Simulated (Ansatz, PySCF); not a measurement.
Bond stretch in SMILES [GaH3] (H₃Ga). The Ga1–H4 bond (Ga1 also carries H, H; H4 carries nothing else) is pulled apart rigidly from the PBE0/def2-TZVP optimised geometry.

```
4

Ga     0.0000     0.0000     0.0000
H     -0.0010    -1.3584    -0.7843
H      0.0000     1.3584    -0.7843
H      0.0000     0.0000     1.5685
```

- RHF/LANL2DZ = restricted Hartree-Fock/LANL2DZ, with its core potentials past Ne (PySCF)
- UHF/def2-SVP (Ansatz, a quantum-chemistry and plane-wave program)
- RKS-PBE = restricted PBE/def2-SVP run with Ansatz
- UCCSD(T) = CCSD(T) on UHF/def2-SVP, cores with 3d frozen (Ansatz)

Energies are in kcal/mol, each relative to the lowest point of its own curve near equilibrium.

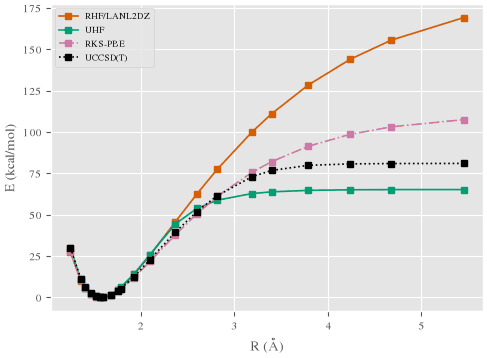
Fig. 1. Energy against bond length for each method.

| R / Å | RHF/LANL2DZ | UHF | RKS-PBE | UCCSD(T) |
|---|---|---|---|---|
| 1.25 | 27.4 | 29.6 | 27.8 | 30.0 |
| 1.36 | 10.2 | 10.9 | 10.4 | 11.3 |
| 1.41 | 5.6 | 6.0 | 5.8 | 6.3 |
| 1.47 | 2.1 | 2.2 | 2.2 | 2.4 |
| 1.52 | 0.5 | 0.6 | 0.6 | 0.7 |
| 1.57 | 0.0 | 0.0 | 0.0 | 0.0 |
| 1.60 | 0.1 | 0.1 | 0.0 | 0.0 |
| 1.68 | 1.6 | 1.7 | 1.3 | 1.3 |
| 1.76 | 4.5 | 4.7 | 3.9 | 4.0 |
| 1.79 | 5.9 | 6.2 | 5.1 | 5.3 |
| 1.93 | 13.9 | 14.3 | 12.0 | 12.6 |
| 2.10 | 25.5 | 25.9 | 21.8 | 22.9 |
| 2.37 | 45.6 | 44.3 | 37.8 | 39.4 |
| 2.60 | 62.5 | 53.8 | 50.5 | 51.8 |
| 2.82 | 77.6 | 58.8 | 61.1 | 61.6 |
| 3.19 | 100.0 | 62.8 | 75.6 | 73.0 |
| 3.40 | 111.0 | 63.8 | 82.1 | 76.8 |
| 3.79 | 128.4 | 64.7 | 91.4 | 79.9 |
| 4.24 | 144.0 | 65.1 | 98.6 | 80.7 |
| 4.68 | 155.6 | 65.2 | 103.2 | 80.9 |
| 5.45 | 169.2 | 65.2 | 107.5 | 81.0 |

At the longest distance, 5.45 Å, RHF/LANL2DZ lies highest above its minimum (169.2 kcal/mol) and UHF lowest (65.2 kcal/mol).

The restricted form behind RHF/LANL2DZ, RKS-PBE keeps the bonding electrons paired and can't separate into open-shell fragments. The unrestricted determinant behind UHF, UCCSD(T) is spin-contaminated at 2.37 to 5.45 Å (<S²> up to 1.0, against 0.00 for a pure singlet).
